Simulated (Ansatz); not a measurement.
# BH2Cl2F: geometry relaxation

BH2Cl2F, computed with RKS BHLYP/6-31G* (Ansatz 0.2.0).

The input holds or restrains some coordinates. Forces given for the steps count only the free coordinates. It belongs to a series of runs on one base structure; here: pulled along the bonds that form and break, towards end B. Figures and captions count atoms from 1; the log counts them from 0 in places.

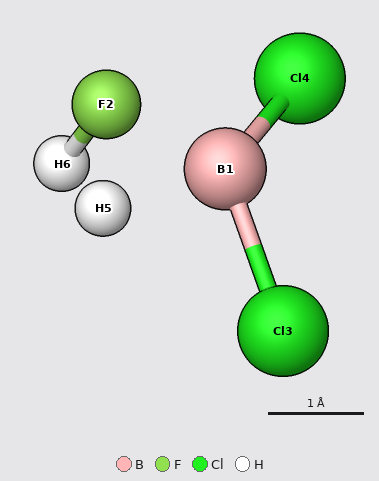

Fig. 1: The input geometry (ball-and-stick view, seen at a tilt; atoms are numbered from 1 in the order of the input). Bond lengths as drawn: B–Cl 1.86 Å and F–H 1.17 Å.

### Summary

| quantity | value |
| --- | --- |
| outcome | converged under the restraints of the input |
| total energy | −28470.3067 eV |
| mean-field energy | −28470.3067 eV |
| largest force (length of the vector) at the end, held atoms and coordinates included | 0.290 eV/Å |
| hardware | 1 thread of Arm Neoverse V2, 24 GiB of memory available, shared host |
| wall time | 23 s |
| peak memory | 0.14 GiB |

### Input file
```yaml
crystal:
  periodic: [false, false, false]
  atoms:
    - { symbol: B, position_ang: [0.0, 0.0, 0.0] }
    - { symbol: F, position_ang: [0.0, 0.0, 1.67] }
    - { symbol: Cl, position_ang: [1.6108, 0.0, -0.93] }
    - { symbol: Cl, position_ang: [-1.6108, 0.0, -0.93] }
    - { symbol: H, position_ang: [0.0623, -1.4126, 0.4698] }
    - { symbol: H, position_ang: [0.0491, -1.1133, 1.3144] }
basis:
  gaussian: { orbitals: "6-31G*" }
hamiltonian:
  xc: { name: BHLYP }
relax:
  f_tol: 0.15
  max_steps: 25
  restrain:
    - { distance: [0, 4], at: 1.19, k: 30.0 }
    - { distance: [5, 1], at: 0.92, k: 30.0 }
    - { distance: [0, 1], at: 2.52, k: 30.0 }
    - { distance: [5, 4], at: 1.86, k: 30.0 }
```

Run as:
```bash
ansatz run input.yaml --threads 1 --pin off --max-ram 2048MiB --backend cpu --events-out ev --progress --plain --runs-dir out
```

### Log
```
The last accepted step is kept in [file] (removed where the run ends without a failure and the disk answers)
Engine: ansatz 0.2.0, aarch64-unknown-linux-gnu
Functional definition: BHLYP
  parameter a = 0.5
  exchange = (1 - a)*b88_x + a*exact_x
  correlation = lyp_c
748 factors; integrals over basis functions are off by at most 6.6e-4 eV
mean field evaluation 1: about -28465.9818 eV, gradient 2.8e1 eV
mean field evaluation 2: about -28465.4347 eV, gradient 3.6e1 eV
mean field evaluation 4: about -28467.7450 eV, gradient 1.3e0 eV
mean field evaluation 8: about -28467.7844 eV, gradient 8.3e-3 eV
mean field -28467.78441948 eV, -1046.1717812587 hartree, gradient 4.3e-5 eV, S^2 0.000000; 0 other end points of the search recorded, 0 dependent functions left out
the calculation of the forces begins
reference -28467.78454946 eV, -1046.1717860354 hartree; 25, 25 occupied and 47, 47 virtual orbitals, 748 factors
relax step   1: F+E_penalty+E_count = -28467.78441948 eV  Δ(F+E_penalty+E_count) = +0.000e0 eV  max|allowed force component| = 3.918e0 eV/Å  E_restraint = 27.05766432 eV  max|allowed force component, restraints' pulls added| = 3.136e1 eV/Å  Δτ_max = 0.0000 Å  (25 SCF iters, accepted)
  distance B 0 - H 4 = 1.4900 Å
  distance H 5 - F 1 = 1.1697 Å
  distance B 0 - F 1 = 1.6700 Å
  distance H 5 - H 4 = 0.8962 Å
these checks for a lower state are left out or cut short: starts, cluster_reference, orbital_swaps, neighbouring_geometries, increment
748 factors; integrals over basis functions are off by at most 6.0e-4 eV
mean field evaluation 16: about -28467.0392 eV, gradient 1.5e1 eV
mean field -28468.31476290 eV, -1046.1912710198 hartree, gradient 1.1e-5 eV, S^2 0.000000; 0 other end points of the search recorded, 0 dependent functions left out
the calculation of the forces begins
reference -28468.31489562 eV, -1046.1912758973 hartree; 25, 25 occupied and 47, 47 virtual orbitals, 748 factors
relax step   2: F+E_penalty+E_count = -28468.31476290 eV  Δ(F+E_penalty+E_count) = -5.303e-1 eV  max|allowed force component| = 4.850e0 eV/Å  E_restraint = 12.14935945 eV  max|allowed force component, restraints' pulls added| = 1.943e1 eV/Å  Δτ_max = 0.1908 Å  (37 SCF iters, accepted)
  distance B 0 - H 4 = 1.3775 Å
  distance H 5 - F 1 = 1.0953 Å
  distance B 0 - F 1 = 1.9098 Å
  distance H 5 - H 4 = 1.2503 Å
these checks for a lower state are left out or cut short: starts, cluster_reference, orbital_swaps, neighbouring_geometries, increment
748 factors; integrals over basis functions are off by at most 4.2e-4 eV
mean field -28469.42874980 eV, -1046.2322092833 hartree, gradient 2.7e-5 eV, S^2 0.000000; 0 other end points of the search recorded, 0 dependent functions left out
the calculation of the forces begins
reference -28469.42888321 eV, -1046.2322141859 hartree; 25, 25 occupied and 47, 47 virtual orbitals, 748 factors
relax step   3: F+E_penalty+E_count = -28469.42874980 eV  Δ(F+E_penalty+E_count) = -1.114e0 eV  max|allowed force component| = 3.741e0 eV/Å  E_restraint = 2.96129455 eV  max|allowed force component, restraints' pulls added| = 1.025e1 eV/Å  Δτ_max = 0.1936 Å  (29 SCF iters, accepted)
  distance B 0 - H 4 = 1.2409 Å
  distance H 5 - F 1 = 0.9470 Å
  distance B 0 - F 1 = 2.1920 Å
  distance H 5 - H 4 = 1.5658 Å
these checks for a lower state are left out or cut short: starts, cluster_reference, orbital_swaps, neighbouring_geometries, increment
748 factors; integrals over basis functions are off by at most 3.4e-4 eV
mean field evaluation 32: about -28469.9347 eV, gradient 3.9e-1 eV
mean field -28469.96992907 eV, -1046.2520972546 hartree, gradient 1.1e-5 eV, S^2 0.000000; 0 other end points of the search recorded, 0 dependent functions left out
the calculation of the forces begins
reference -28469.97006109 eV, -1046.2521021064 hartree; 25, 25 occupied and 47, 47 virtual orbitals, 748 factors
relax step   4: F+E_penalty+E_count = -28469.96992907 eV  Δ(F+E_penalty+E_count) = -5.412e-1 eV  max|allowed force component| = 1.548e0 eV/Å  E_restraint = 0.15862099 eV  max|allowed force component, restraints' pulls added| = 2.774e0 eV/Å  Δτ_max = 0.1947 Å  (29 SCF iters, accepted)
  distance B 0 - H 4 = 1.1731 Å
  distance H 5 - F 1 = 0.9033 Å
  distance B 0 - F 1 = 2.4523 Å
  distance H 5 - H 4 = 1.7863 Å
these checks for a lower state are left out or cut short: starts, cluster_reference, orbital_swaps, neighbouring_geometries, increment
748 factors; integrals over basis functions are off by at most 3.8e-4 eV
mean field -28470.21647975 eV, -1046.2611578251 hartree, gradient 1.4e-5 eV, S^2 0.000000; 0 other end points of the search recorded, 0 dependent functions left out
the calculation of the forces begins
reference -28470.21661582 eV, -1046.2611628253 hartree; 25, 25 occupied and 47, 47 virtual orbitals, 748 factors
relax step   5: F+E_penalty+E_count = -28470.21647975 eV  Δ(F+E_penalty+E_count) = -2.466e-1 eV  max|allowed force component| = 1.436e0 eV/Å  E_restraint = 0.01899452 eV  max|allowed force component, restraints' pulls added| = 2.337e0 eV/Å  Δτ_max = 0.1946 Å  (30 SCF iters, accepted)
  distance B 0 - H 4 = 1.2056 Å
  distance H 5 - F 1 = 0.9504 Å
  distance B 0 - F 1 = 2.5298 Å
  distance H 5 - H 4 = 1.8607 Å
these checks for a lower state are left out or cut short: starts, cluster_reference, orbital_swaps, neighbouring_geometries, increment
748 factors; integrals over basis functions are off by at most 3.6e-4 eV
mean field -28470.16621773 eV, -1046.2593107297 hartree, gradient 1.7e-5 eV, S^2 0.000000; 0 other end points of the search recorded, 0 dependent functions left out
the calculation of the forces begins
reference -28470.16634682 eV, -1046.2593154738 hartree; 25, 25 occupied and 47, 47 virtual orbitals, 748 factors
relax step   6: F+E_penalty+E_count = -28470.16621773 eV  Δ(F+E_penalty+E_count) = +5.026e-2 eV  max|allowed force component| = 1.726e0 eV/Å  E_restraint = 0.02520261 eV  max|allowed force component, restraints' pulls added| = 1.726e0 eV/Å  Δτ_max = 0.1911 Å  (28 SCF iters, rejected (line search))
  distance B 0 - H 4 = 1.1958 Å
  distance H 5 - F 1 = 0.9340 Å
  distance B 0 - F 1 = 2.5512 Å
  distance H 5 - H 4 = 1.8818 Å
these checks for a lower state are left out or cut short: starts, cluster_reference, orbital_swaps, neighbouring_geometries, increment
748 factors; integrals over basis functions are off by at most 3.6e-4 eV
mean field -28470.30690984 eV, -1046.2644810695 hartree, gradient 1.4e-5 eV, S^2 0.000000; 0 other end points of the search recorded, 0 dependent functions left out
the calculation of the forces begins
reference -28470.30704216 eV, -1046.2644859322 hartree; 25, 25 occupied and 47, 47 virtual orbitals, 748 factors
relax step   7: F+E_penalty+E_count = -28470.30690984 eV  Δ(F+E_penalty+E_count) = -9.043e-2 eV  max|allowed force component| = 3.033e-1 eV/Å  E_restraint = 0.00553575 eV  max|allowed force component, restraints' pulls added| = 5.169e-1 eV/Å  Δτ_max = 0.0924 Å  (30 SCF iters, accepted)
  distance B 0 - H 4 = 1.1830 Å
  distance H 5 - F 1 = 0.9293 Å
  distance B 0 - F 1 = 2.5254 Å
  distance H 5 - H 4 = 1.8743 Å
these checks for a lower state are left out or cut short: starts, cluster_reference, orbital_swaps, neighbouring_geometries, increment
748 factors; integrals over basis functions are off by at most 3.5e-4 eV
mean field evaluation 64: about -28470.3066 eV, gradient 1.4e-5 eV
mean field -28470.30655763 eV, -1046.2644681259 hartree, gradient 1.4e-5 eV, S^2 0.000000; 0 other end points of the search recorded, 0 dependent functions left out
the calculation of the forces begins
reference -28470.30669013 eV, -1046.2644729955 hartree; 25, 25 occupied and 47, 47 virtual orbitals, 748 factors
relax step   8: F+E_penalty+E_count = -28470.30655763 eV  Δ(F+E_penalty+E_count) = +3.522e-4 eV  max|allowed force component| = 2.879e-1 eV/Å  E_restraint = 0.00190349 eV  max|allowed force component, restraints' pulls added| = 1.164e-1 eV/Å  Δτ_max = 0.0746 Å  (30 SCF iters, accepted)
```

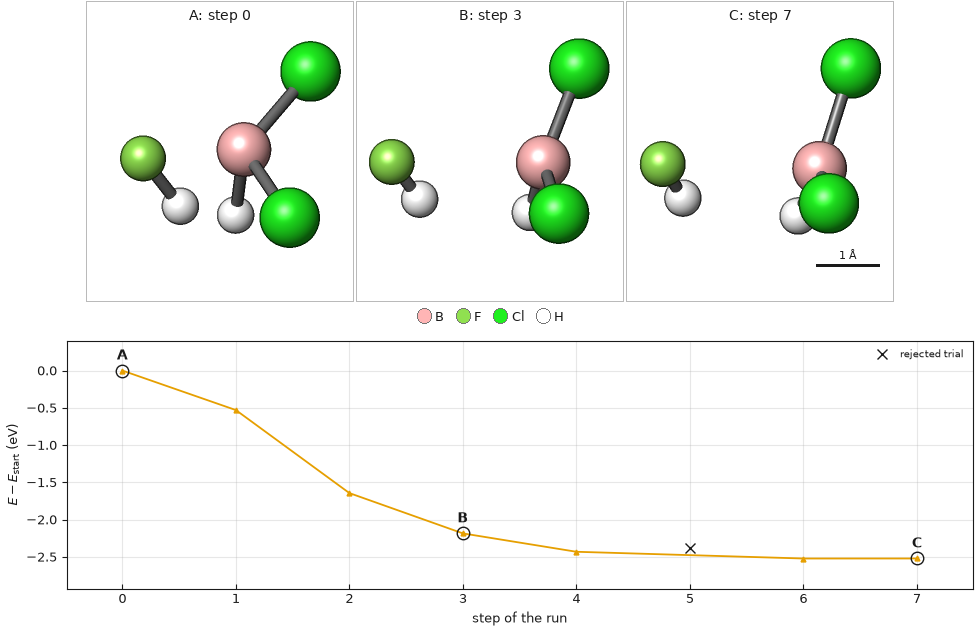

Fig. 2: Frames of the restrained relaxation (ball-and-stick view, seen at a tilt) above the curves, on which the letters mark them (the first geometry is step 0 here and step 1 in the log).

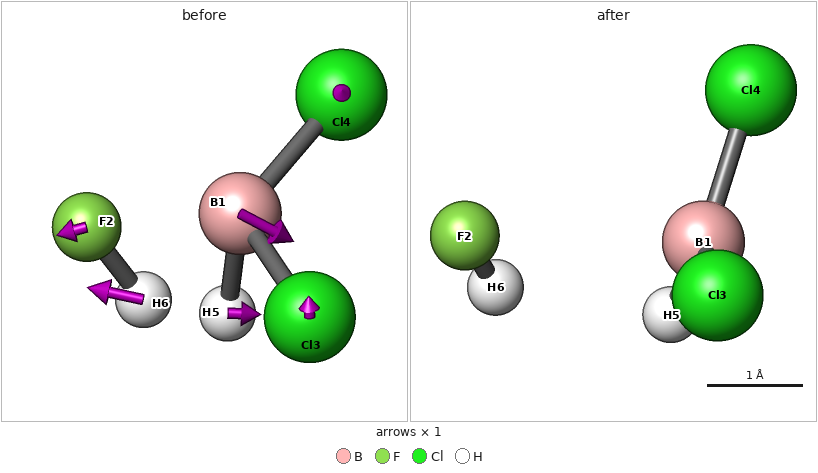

Fig. 3: Before (left) and after (right) the restrained relaxation, at one scale (ball-and-stick view, seen at a tilt). The pink arrows give the displacements, at true length. The largest move after the best rigid fit is that of B1, 0.68 Å. Largest moves by element: B 0.68 Å, H 0.62 Å, F 0.34 Å, Cl 0.25 Å. Distances before and after: B1–H5 1.490 → 1.183 Å, F2–H6 1.170 → 0.923 Å, B1–Cl3 1.860 → 1.739 Å. Among the angles that change: Cl3–B1–H5 97.0° → 118.8°, Cl4–B1–H5 101.2° → 119.3°. The energy falls by 2.522 eV in 7 geometry steps. The largest force component goes from 3.9 to 0.29 eV/Å. The line search rejected the trial step at point 5 (counted from 0) and went back. (Atoms are counted from 1 in the order of the input.)

```
  distance B 0 - H 4 = 1.1834 Å
  distance H 5 - F 1 = 0.9231 Å
  distance B 0 - F 1 = 2.5207 Å
  distance H 5 - H 4 = 1.8686 Å
748 factors; integrals over basis functions are off by at most 3.5e-4 eV
mean field -28470.30655763 eV, -1046.2644681259 hartree, gradient 1.4e-5 eV, S^2 0.000000; 1 other end points of the search recorded, 0 dependent functions left out
the calculation of the forces begins
reference -28470.30669013 eV, -1046.2644729955 hartree; 25, 25 occupied and 47, 47 virtual orbitals, 748 factors
Total energy: -28470.30669013 eV, -1046.2644729955 hartree
Atom 0 at     0.010630    -0.487455    -0.474470 Å, force     0.092049    -0.058581     0.019989 eV/Å
Atom 1 at     0.081402    -0.008170     1.999267 Å, force    -0.024688     0.156198     0.020672 eV/Å
Atom 2 at     1.518460     0.231190    -0.958998 Å, force    -0.028371    -0.014814    -0.002533 eV/Å
Atom 3 at    -1.515784     0.168887    -0.984691 Å, force    -0.007789    -0.003486     0.029678 eV/Å
Atom 4 at     0.031091    -1.510293     0.120386 Å, force    -0.032810    -0.010853    -0.287897 eV/Å
Atom 5 at    -0.014400    -0.920059     1.892707 Å, force     0.001610    -0.068465     0.220091 eV/Å
Dipole moment:    -0.035561    -0.439522     0.116849 e Å
```

### Trajectory as extended XYZ (Å, eV, eV/Å), 8 frames, from step=1 to step=8
```
6
Properties=species:S:1:pos:R:3:forces:R:3 step=1 energy=-28467.78442
B     0.0000    0.0000    0.0000    0.1263  -3.9181   0.3590
F     0.0000    0.0000    1.6700   -0.1188   3.6720  -0.6193
Cl    1.6108    0.0000   -0.9300   -1.8926   0.9752   1.3408
Cl   -1.6108    0.0000   -0.9300    1.9985   0.8237   1.4788
H     0.0623   -1.4126    0.4698   -0.0961  -0.9623  -1.2755
H     0.0491   -1.1133    1.3144   -0.0174  -0.5905  -1.2837
6
Properties=species:S:1:pos:R:3:forces:R:3 step=2 energy=-28468.31476
B     0.0030   -0.1019   -0.1018    0.1457  -4.8502  -0.5737
F     0.0002    0.0099    1.8048    0.1079  -1.7017  -1.2590
Cl    1.6073    0.0116   -0.9282   -1.0934   1.2248   0.7240
Cl   -1.6049    0.0096   -0.9259    1.2587   1.0270   0.8961
H     0.0610   -1.4244    0.2794   -0.2647   1.4351  -0.2333
H     0.0449   -1.0307    1.4660   -0.1541   2.8650   0.4458
6
Properties=species:S:1:pos:R:3:forces:R:3 step=3 energy=-28469.42875
B     0.0065   -0.2240   -0.2520    0.0780  -3.7408  -0.9311
F     0.0027   -0.0318    1.9316    0.0288  -0.2459  -0.2075
Cl    1.6077    0.0326   -0.9293   -0.3870   1.2949   0.0858
Cl   -1.6023    0.0274   -0.9243    0.5912   1.0833   0.2620
H     0.0562   -1.4011    0.1376   -0.2715   1.0115   0.2435
H     0.0407   -0.9289    1.6305   -0.0395   0.5970   0.5474
6
Properties=species:S:1:pos:R:3:forces:R:3 step=4 energy=-28469.96993
B     0.0095   -0.3470   -0.4029    0.0619  -1.5477  -0.5580
F     0.0032   -0.0277    2.0286   -0.0573   1.5397   0.3533
Cl    1.6100    0.0884   -0.9413   -0.4088   0.8879  -0.1110
Cl   -1.5989    0.0752   -0.9314    0.4990   0.7539  -0.0233
H     0.0467   -1.4212    0.0673   -0.1526  -0.1760   0.4895
H     0.0408   -0.8936    1.7739    0.0578  -1.4578  -0.1505
6
Properties=species:S:1:pos:R:3:forces:R:3 step=5 energy=-28470.21648
B     0.0127   -0.5015   -0.5212    0.1015  -0.0832   0.7839
F     0.0028    0.0303    1.9520    0.0666  -1.3551  -0.0883
Cl    1.5814    0.2081   -0.9072   -0.8189  -0.1505  -0.1463
Cl   -1.5653    0.1838   -0.8935    0.7714  -0.1520  -0.1549
H     0.0357   -1.5319    0.1043   -0.0588   0.3049  -0.7561
H     0.0440   -0.9147    1.8597   -0.0618   1.4359   0.3617
6
Properties=species:S:1:pos:R:3:forces:R:3 step=6 energy=-28470.16622 accepted=F
B     0.0133   -0.4392   -0.4432    0.0611  -1.6554   0.3747
F     0.0150   -0.0222    2.0737    0.0166  -0.4489  -0.1202
Cl    1.4558    0.2022   -1.0392    1.6705   0.6117  -0.2121
Cl   -1.4413    0.1700   -1.0382   -1.7255   0.5911  -0.2271
H     0.0259   -1.4936    0.1208   -0.0065   0.3646  -0.0835
H     0.0426   -0.9431    1.9203   -0.0161   0.5369   0.2681
6
Properties=species:S:1:pos:R:3:forces:R:3 step=7 energy=-28470.30691
B     0.0135   -0.4744   -0.4693    0.0498  -0.3033   0.0063
F     0.0081   -0.0020    2.0116    0.0139  -0.2096  -0.0522
Cl    1.5273    0.2038   -0.9757    0.0639   0.1187  -0.0123
Cl   -1.5124    0.1760   -0.9689   -0.0905   0.1094  -0.0129
H     0.0306   -1.5069    0.1079   -0.0260   0.0003  -0.1874
H     0.0444   -0.9225    1.8887   -0.0111   0.2845   0.2585
6
Properties=species:S:1:pos:R:3:forces:R:3 step=8 energy=-28470.30656
B     0.0106   -0.4875   -0.4745    0.0920  -0.0586   0.0200
F     0.0814   -0.0082    1.9993   -0.0247   0.1562   0.0207
Cl    1.5185    0.2312   -0.9590   -0.0284  -0.0148  -0.0025
Cl   -1.5158    0.1689   -0.9847   -0.0078  -0.0035   0.0297
H     0.0311   -1.5103    0.1204   -0.0328  -0.0109  -0.2879
H    -0.0144   -0.9201    1.8927    0.0016  -0.0685   0.2201
```
